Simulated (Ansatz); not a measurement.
# C$_{3}$H$_{8}$AlN: geometry relaxation (part 2 of 2)

The same run, continued: C$_{3}$H$_{8}$AlN; RKS B3LYP/def2-SVP (Ansatz 0.2.0). It belongs to a series of runs on one base structure; here: end point A relaxed.

Geometry of the input (Å):
```
C  -1.4068  -0.1441  -0.2689
C  -0.0881  -0.1962  0.3876
Al 0.9117  -1.7661  -0.3385
C  0.7621  1.0936  0.1963
N  0.3577  2.1309  0.8327
H  -2.0391  0.7540  0.1567
H  -1.3199  0.0753  -1.3694
H  -1.9878  -1.0211  -0.1245
H  -0.2163  -0.3610  1.5182
H  2.3478  -1.5392  -1.0327
H  0.3245  -3.2374  -0.1779
H  1.5460  1.1324  -0.4738
H  0.8285  3.0441  0.7090
```

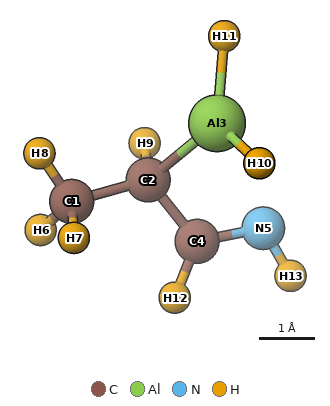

**Figure 1.** The geometry at step 18 of the log (ball-and-stick view, seen at a tilt; atoms are numbered from 1 in the order of the input).

Trajectory as extended XYZ, continued
```
13
Properties=species:S:1:pos:R:3:forces:R:3 step=5 energy=-11322.35347
C    -1.4446   -0.1203   -0.3486    0.0047   0.0509  -0.0474
C    -0.0636   -0.1754    0.3600    0.0929   0.1044   0.0009
Al    0.9865   -1.7505   -0.2437    0.0933   0.0362   0.0396
C     0.6349    1.1530    0.2108   -0.1670   0.2386   0.6214
N     0.6154    2.0493    1.1350   -0.1476  -0.8698  -0.7739
H    -2.0488    0.6837    0.1061   -0.0645  -0.0346  -0.1039
H    -1.3667    0.0912   -1.4312    0.0119   0.0113   0.0586
H    -2.0003   -1.0652   -0.2357   -0.0123  -0.0170   0.0029
H    -0.2808   -0.3144    1.4348    0.0704   0.0365   0.0781
H     2.3886   -1.5817   -0.9797   -0.0368  -0.0008   0.0046
H     0.3929   -3.2011   -0.0034   -0.0277  -0.0251   0.0078
H     1.1370    1.3055   -0.7714   -0.1298   0.1880   0.0482
H     1.0698    2.8911    0.7818    0.3126   0.2813   0.0630
13
Properties=species:S:1:pos:R:3:forces:R:3 step=7 energy=-11322.41116
C    -1.4611   -0.1502   -0.3788    0.0746   0.0081   0.0173
C    -0.0935   -0.1489    0.3619   -0.0615   0.1051  -0.0511
Al    0.9917   -1.7134   -0.2081    0.0511  -0.0089   0.0227
C     0.5929    1.1726    0.1999    0.2120   0.5368   0.7043
N     0.7923    1.9698    1.1989   -0.1045  -0.5188  -1.2080
H    -2.1213    0.6391    0.0234    0.0099  -0.0494  -0.0311
H    -1.3477    0.0426   -1.4608   -0.0096   0.0009   0.0143
H    -1.9868   -1.1129   -0.2685   -0.0070   0.0025   0.0043
H    -0.2847   -0.2746    1.4458   -0.0136   0.0056  -0.0371
H     2.3859   -1.5444   -0.9533   -0.0151  -0.0009   0.0083
H     0.3968   -3.1625    0.0564    0.0070   0.0025   0.0083
H     0.9163    1.4179   -0.8485   -0.2049   0.0435   0.3727
H     1.2395    2.8299    0.8466    0.0614  -0.1269   0.1752
13
Properties=species:S:1:pos:R:3:forces:R:3 step=9 energy=-11322.46256
C    -1.4941   -0.1813   -0.4335    0.0726   0.1654   0.0242
C    -0.1555   -0.1179    0.3450   -0.0595   0.1476  -0.0775
Al    1.0054   -1.6697   -0.1727    0.0317   0.1679   0.3135
C     0.5463    1.2005    0.2061   -0.1844   0.0371   0.0262
N     1.0499    1.8366    1.1924    0.0951  -0.3280  -0.0449
H    -2.2131    0.5368   -0.0047   -0.0933  -0.0167  -0.0691
H    -1.3689    0.0842   -1.4964    0.0059  -0.0004  -0.0615
H    -1.9636   -1.1785   -0.3969    0.0293   0.0050   0.0440
H    -0.3925   -0.2196    1.4197    0.1841  -0.2256   0.0615
H     2.3996   -1.4896   -0.9138   -0.0604   0.0180  -0.0431
H     0.4926   -3.1169    0.2295   -0.0233  -0.0226  -0.0545
H     0.5829    1.5986   -0.8303    0.0912  -0.0376  -0.0879
H     1.5312    2.6819    0.8705   -0.0891   0.0900  -0.0309
13
Properties=species:S:1:pos:R:3:forces:R:3 step=11 energy=-11322.50123
C    -1.5217   -0.1666   -0.4495    0.0215  -0.0328  -0.0108
C    -0.1867   -0.1093    0.3241   -0.0193  -0.0414  -0.0263
Al    1.0302   -1.6256   -0.1215   -0.0288   0.0105  -0.0173
C     0.5261    1.1925    0.1972    0.0548   0.2293   0.2714
N     1.1406    1.7434    1.1777   -0.0779  -0.1882  -0.3148
H    -2.2501    0.5694   -0.0656    0.0205  -0.0028  -0.0018
H    -1.3842    0.0472   -1.5249   -0.0028  -0.0050   0.0321
H    -1.9948   -1.1595   -0.3722   -0.0116   0.0108  -0.0065
H    -0.3692   -0.2801    1.4046   -0.0110   0.0258  -0.0367
H     2.4116   -1.4182   -0.8757   -0.0049   0.0128   0.0235
H     0.5332   -3.0848    0.2667    0.0254   0.0036   0.0123
H     0.4908    1.6443   -0.8215    0.0461  -0.0197   0.0865
H     1.5943    2.6124    0.8753   -0.0123  -0.0029  -0.0115
13
Properties=species:S:1:pos:R:3:forces:R:3 step=13 energy=-11322.51123
C    -1.5394   -0.1683   -0.4625    0.0019  -0.0183   0.0168
C    -0.2104   -0.1033    0.3151   -0.0643  -0.0303  -0.0356
Al    1.0307   -1.6022   -0.1136    0.0460   0.0120   0.0511
C     0.5068    1.1969    0.2026    0.1595  -0.0028   0.1629
N     1.2028    1.6835    1.1599   -0.0502  -0.0622  -0.2000
H    -2.2718    0.5662   -0.0859   -0.0107   0.0143   0.0023
H    -1.3967    0.0406   -1.5365   -0.0027   0.0088  -0.0169
H    -2.0103   -1.1619   -0.3843   -0.0086   0.0029  -0.0010
H    -0.3904   -0.2863    1.3930   -0.0283   0.0122   0.0033
H     2.4158   -1.3655   -0.8500   -0.0080   0.0039  -0.0087
H     0.5817   -3.0674    0.3105    0.0051   0.0119  -0.0086
H     0.4367    1.6834   -0.7944   -0.0149   0.0428   0.0092
H     1.6647    2.5494    0.8609   -0.0247   0.0049   0.0253
13
Properties=species:S:1:pos:R:3:forces:R:3 step=15 energy=-11322.54430
C    -1.5609   -0.1500   -0.5235    0.0449  -0.0516   0.0021
C    -0.2647   -0.1105    0.3040   -0.1297  -0.0710  -0.0512
Al    1.0707   -1.5548   -0.0356   -0.0512   0.0387  -0.0610
C     0.4726    1.1802    0.2346   -0.0226  -0.0810  -0.0988
N     1.3619    1.4955    1.0937    0.1417   0.1097   0.0078
H    -2.3043    0.5852   -0.1707    0.0074   0.0436   0.0160
H    -1.3692    0.0689   -1.5882   -0.0192  -0.0182   0.0046
H    -2.0460   -1.1370   -0.4732   -0.0181  -0.0378  -0.0241
H    -0.4842   -0.3147    1.3692   -0.0462   0.0444   0.0360
H     2.3010   -1.3178   -1.0030    0.0474   0.0184  -0.0010
H     0.8145   -2.9893    0.6010    0.0283   0.0348   0.0464
H     0.2376    1.8121   -0.6509    0.0096   0.0319   0.0776
H     1.7911    2.3973    0.8575    0.0078  -0.0619   0.0456
13
Properties=species:S:1:pos:R:3:forces:R:3 step=17 energy=-11322.60117
C    -1.5971   -0.1406   -0.5810    0.0296   0.0451   0.0314
C    -0.3311   -0.1210    0.2885   -0.0211  -0.0069   0.0068
Al    1.1099   -1.4809    0.0073    0.2115  -0.1944   0.0806
C     0.4495    1.1504    0.2653    0.3231   0.2253   0.1553
N     1.4828    1.3112    1.0269   -0.6857  -0.1023  -0.7061
H    -2.3333    0.6165   -0.2534    0.0201  -0.0188  -0.0220
H    -1.3681    0.0670   -1.6399   -0.0100  -0.0169  -0.0099
H    -2.1068   -1.1182   -0.5423    0.0446   0.0383   0.0020
H    -0.5913   -0.3302    1.3444   -0.0099   0.0191  -0.0185
H     2.2150   -1.2720   -1.1449   -0.2279  -0.0482   0.2264
H     1.0588   -2.8560    0.8767    0.0775   0.4276  -0.2173
H     0.1143    1.9117   -0.4949    0.2331  -0.2168   0.4141
H     1.9177    2.2274    0.8620    0.0151  -0.1510   0.0573
13
Properties=species:S:1:pos:R:3:forces:R:3 step=18 energy=-11322.67800
C    -1.6146   -0.1313   -0.6073    0.0540   0.0318   0.0495
C    -0.3646   -0.1268    0.2841   -0.0921   0.0076  -0.0501
Al    1.1264   -1.4424    0.0367    0.4062   0.0104   0.0474
C     0.4305    1.1340    0.2812    0.3829   0.0162   0.1327
N     1.5229    1.2103    0.9719   -0.7301  -0.0188  -0.6617
H    -2.3501    0.6310   -0.2909    0.0112  -0.0125  -0.0227
H    -1.3653    0.0744   -1.6623   -0.0098  -0.0232   0.0098
H    -2.1310   -1.1053   -0.5770    0.0331   0.0376  -0.0067
H    -0.6400   -0.3398    1.3351   -0.0337   0.0205  -0.0180
H     2.1721   -1.2576   -1.1835   -0.2941  -0.0636   0.2759
H     1.1903   -2.7561    0.9823    0.0234   0.3523  -0.1899
H     0.0737    1.9468   -0.4057    0.1910  -0.1436   0.3631
H     1.9700    2.1281    0.8502    0.0580  -0.2148   0.0705
13
Properties=species:S:1:pos:R:3:forces:R:3 step=20 energy=-11323.08985
C    -1.6613   -0.1249   -0.6629    0.1341   0.0419   0.0504
C    -0.4471   -0.1386    0.2665   -0.0470   0.3441  -0.0527
Al    1.2553   -1.2333    0.1535    0.3873   0.2884  -0.0071
C     0.3872    1.0844    0.3060    0.1725  -0.2486   0.1376
N     1.5867    0.9446    0.8122   -1.0404   0.2716  -0.7837
H    -2.3964    0.6472   -0.3721   -0.0337   0.0051  -0.0332
H    -1.3734    0.0677   -1.7104   -0.0172  -0.0307   0.0218
H    -2.1839   -1.0935   -0.6404    0.0045  -0.0008  -0.0192
H    -0.7508   -0.3543    1.3091    0.0039  -0.0427  -0.0164
H     2.0768   -1.2193   -1.2318   -0.1623   0.0080   0.2212
H     1.4092   -2.4808    1.1515    0.1068   0.2607   0.0073
H     0.0121    2.0284   -0.1752    0.3574  -0.2671   0.3504
H     2.1058    1.8377    0.8089    0.1341  -0.6300   0.1236
13
Properties=species:S:1:pos:R:3:forces:R:3 step=22 energy=-11323.28366
C    -1.7009   -0.1115   -0.7058    0.0072   0.0191   0.0056
C    -0.5132   -0.1281    0.2430   -0.0580   0.4041   0.0531
Al    1.3630   -1.0450    0.2064   -0.0105  -1.7230  -0.4245
C     0.3413    1.0565    0.3258   -0.3877  -0.1486  -0.0363
N     1.5659    0.7644    0.6866    0.4119   2.0871   0.3296
H    -2.4541    0.6553   -0.4431   -0.0092   0.0051  -0.0154
H    -1.3894    0.0677   -1.7477   -0.0039   0.0037   0.0029
H    -2.2139   -1.0856   -0.6917   -0.0062   0.0065  -0.0052
H    -0.8108   -0.3983    1.2754    0.1180  -0.1138  -0.0556
H     1.9584   -1.2564   -1.2757   -0.0582   0.0853   0.1802
H     1.6286   -2.1931    1.3021    0.0603   0.2032  -0.0549
H     0.0281    2.0833    0.0202    0.2251  -0.2224   0.0302
H     2.2172    1.5559    0.8195   -0.2889  -0.6064  -0.0097
13
Properties=species:S:1:pos:R:3:forces:R:3 step=24 energy=-11323.38308
C    -1.7121   -0.0999   -0.7076   -0.0032   0.0798   0.0408
C    -0.5169   -0.1161    0.2312    0.0881  -0.0701   0.1563
Al    1.3498   -1.1008    0.1922    0.0183  -0.1626  -0.0270
C     0.3341    1.0600    0.3274    0.1180  -0.0114  -0.0761
N     1.5586    0.8022    0.7137   -0.1000   0.1806  -0.0469
H    -2.4625    0.6662   -0.4330   -0.0014  -0.0123  -0.0232
H    -1.4061    0.0917   -1.7488   -0.0106   0.0043  -0.0048
H    -2.2295   -1.0718   -0.7032    0.0273   0.0009   0.0197
H    -0.7696   -0.4486    1.2576   -0.0201   0.0105  -0.0863
H     1.9576   -1.2908   -1.2707   -0.0139   0.0435   0.0358
H     1.6708   -2.1773    1.3275   -0.0257   0.0517  -0.0270
H     0.0360    2.0732   -0.0106    0.0124  -0.0287   0.0160
H     2.2100    1.5772    0.8392   -0.0891  -0.0862   0.0229
13
Properties=species:S:1:pos:R:3:forces:R:3 step=26 energy=-11323.38643
C    -1.7108   -0.0968   -0.7018   -0.0016  -0.0115  -0.0106
C    -0.5101   -0.1227    0.2295   -0.0055  -0.0007  -0.0074
Al    1.3497   -1.1119    0.1895   -0.0064   0.0084  -0.0006
C     0.3373    1.0553    0.3172    0.0496  -0.0106  -0.0344
N     1.5567    0.8032    0.7114   -0.0277   0.0206   0.0107
H    -2.4584    0.6698   -0.4238   -0.0004   0.0028   0.0029
H    -1.4140    0.0934   -1.7462   -0.0001   0.0013   0.0023
H    -2.2278   -1.0686   -0.6922   -0.0075  -0.0008  -0.0033
H    -0.7695   -0.4482    1.2527   -0.0103  -0.0060   0.0233
H     1.9750   -1.2688   -1.2654    0.0029  -0.0043  -0.0040
H     1.6543   -2.1827    1.3269    0.0041  -0.0034   0.0025
H     0.0378    2.0639   -0.0298   -0.0076   0.0065   0.0205
H     2.2002    1.5795    0.8469    0.0104  -0.0024  -0.0019
13
Properties=species:S:1:pos:R:3:forces:R:3 step=28 energy=-11323.38663
C    -1.7108   -0.0976   -0.7029   -0.0001   0.0022  -0.0010
C    -0.5102   -0.1230    0.2291    0.0048  -0.0207   0.0042
Al    1.3492   -1.1122    0.1890   -0.0032  -0.0067  -0.0015
C     0.3381    1.0553    0.3164    0.0036   0.0103   0.0062
N     1.5570    0.8036    0.7104   -0.0104   0.0105  -0.0102
H    -2.4572    0.6705   -0.4253   -0.0003  -0.0001  -0.0011
H    -1.4135    0.0918   -1.7472    0.0008   0.0006  -0.0001
H    -2.2300   -1.0684   -0.6930    0.0006   0.0011   0.0006
H    -0.7715   -0.4461    1.2537   -0.0016   0.0051  -0.0024
H     1.9754   -1.2725   -1.2657    0.0001   0.0005  -0.0003
H     1.6574   -2.1820    1.3271    0.0008   0.0013   0.0010
H     0.0354    2.0660   -0.0220    0.0009  -0.0002   0.0015
H     2.2010    1.5798    0.8452    0.0042  -0.0040   0.0031
13
Properties=species:S:1:pos:R:3:forces:R:3 step=30 energy=-11323.38686
C    -1.7071   -0.0984   -0.7051   -0.0009   0.0034  -0.0005
C    -0.5083   -0.1291    0.2302    0.0025  -0.0018   0.0008
Al    1.3464   -1.1176    0.1859   -0.0061   0.0057  -0.0003
C     0.3358    1.0558    0.3210   -0.0159   0.0079  -0.0071
N     1.5577    0.8047    0.6992    0.0195  -0.0150   0.0027
H    -2.4495    0.6750   -0.4306    0.0013  -0.0002  -0.0012
H    -1.4065    0.0878   -1.7490    0.0012  -0.0025  -0.0006
H    -2.2324   -1.0657   -0.6942    0.0002  -0.0030  -0.0013
H    -0.7807   -0.4403    1.2558    0.0002  -0.0008   0.0031
H     1.9743   -1.2794   -1.2686   -0.0030  -0.0049   0.0044
H     1.6642   -2.1768    1.3317    0.0024  -0.0015  -0.0049
H     0.0235    2.0697    0.0013    0.0019   0.0024   0.0034
H     2.2029    1.5794    0.8372   -0.0033   0.0102   0.0015
13
Properties=species:S:1:pos:R:3:forces:R:3 step=32 energy=-11323.38697
C    -1.7036   -0.0995   -0.7068   -0.0006  -0.0015  -0.0007
C    -0.5071   -0.1314    0.2321   -0.0088   0.0042   0.0061
Al    1.3430   -1.1198    0.1836    0.0028  -0.0015  -0.0001
C     0.3343    1.0574    0.3253    0.0029   0.0015  -0.0046
N     1.5590    0.8060    0.6921   -0.0012  -0.0037   0.0006
H    -2.4438    0.6777   -0.4373    0.0001   0.0001  -0.0017
H    -1.3990    0.0817   -1.7505    0.0003  -0.0013  -0.0002
H    -2.2323   -1.0650   -0.6942    0.0015   0.0010   0.0001
H    -0.7863   -0.4354    1.2585    0.0011  -0.0007  -0.0029
H     1.9676   -1.2876   -1.2718   -0.0018  -0.0014   0.0010
H     1.6694   -2.1746    1.3312    0.0014   0.0000  -0.0020
H     0.0164    2.0741    0.0195    0.0028  -0.0026   0.0041
H     2.2026    1.5817    0.8333   -0.0004   0.0059   0.0002
```
